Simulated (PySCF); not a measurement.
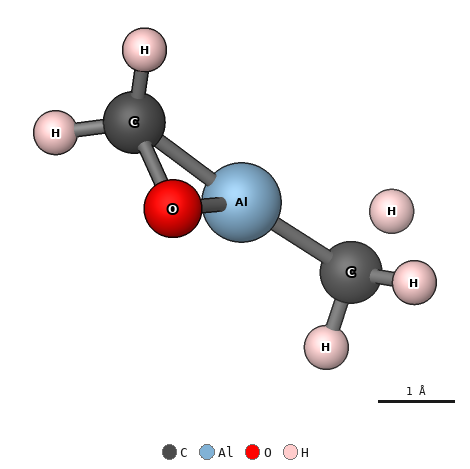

*The structure (ball-and-stick view, seen at a tilt). Sticks mark near contacts.*

Bond lengths as drawn: Al–C 1.88 to 1.93 Å, Al–O 1.71 Å, C–H 1.09 Å and C–O 1.49 Å.

**Single-point calculation, with input and output: C2H5AlO**

C2H5AlO, computed with revPBE/6-31G*, RKS (PySCF 2.14.0).

A bond length was changed on purpose from its optimised value.

## What the program printed
```
converged SCF energy = -396.657074553232
E = -396.6570745532 Eh
```

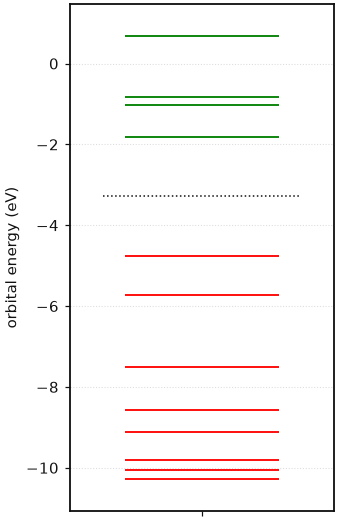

*Orbital energies near the frontier; the dotted line parts filled from empty levels, and levels within 0.02 eV of each other stand side by side.*

Highest filled −4.76 eV, lowest empty −1.81 eV, 2.95 eV apart.

The run was set up as follows.

## Input (input.py)
```python
from pyscf import gto, dft

mol = gto.M(
    atom='geometry.xyz',
    verbose=3,
    basis='6-31g*',
    spin=0,
    max_memory=1860,
    charge=0,
)

mf = dft.RKS(mol)
mf.xc = 'revpbe'
mf.grids.level = 5
mf.conv_tol = 1e-10
mf.kernel()
if not mf.converged:
    mf = mf.newton().run(mf.mo_coeff, mf.mo_occ)

e_final = mf.e_tot
print('E = %.10f Eh' % e_final)
```

## File geometry.xyz
```
9

C     -0.556249     0.867297    -1.363502
Al     0.165951    -0.529603    -0.237802
C      0.793351    -1.733103     1.067298
O      0.903951    -2.062403    -0.379902
H      0.154351     1.122097    -2.154102
H     -0.900200     2.226000    -0.517500
H     -1.476549     0.523897    -1.844102
H      0.153151    -2.433403     1.605698
H      1.767851    -1.650303     1.550798
```

Run as:
```bash
OMP_NUM_THREADS=1 python input.py
```

## Key numbers

| quantity | value |
| --- | --- |
| outcome | converged |
| total energy | −396.657075 hartree |
| basis functions | 70 |
| HOMO | −4.76 eV |
| LUMO | −1.81 eV |
| dipole moment | 2.53 D |
| hardware | 1 thread of Intel Xeon @ 2.70GHz, 189 GiB of memory available, shared host |
| wall time | 17 s |
| peak memory | 0.36 GiB |
